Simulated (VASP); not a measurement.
Band structure of BaAl4 (sg139). Method: LDA (Ceperley-Alder, Perdew-Zunger), VASP's LDA PAW potentials (set 64) (plane waves; VASP).

Unless said otherwise, spin-orbit coupling is left out, though it shifts the bands of the heavy elements here.

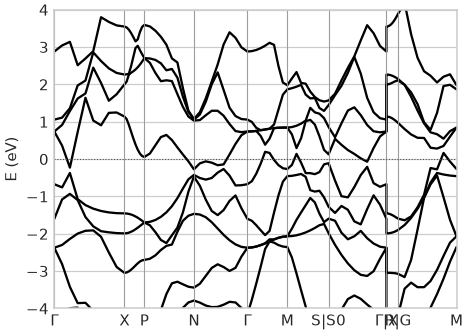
Bands along high-symmetry lines, zero at the valence-band maximum or, without a gap, the Fermi level

Read the plot: is there a gap, and where are the band edges?

It has no gap at this level: it comes out as a metal or semimetal. (Edges off the drawn lines would not show.)

The compound is BaAl4 in the sg139 structure. It was relaxed first.
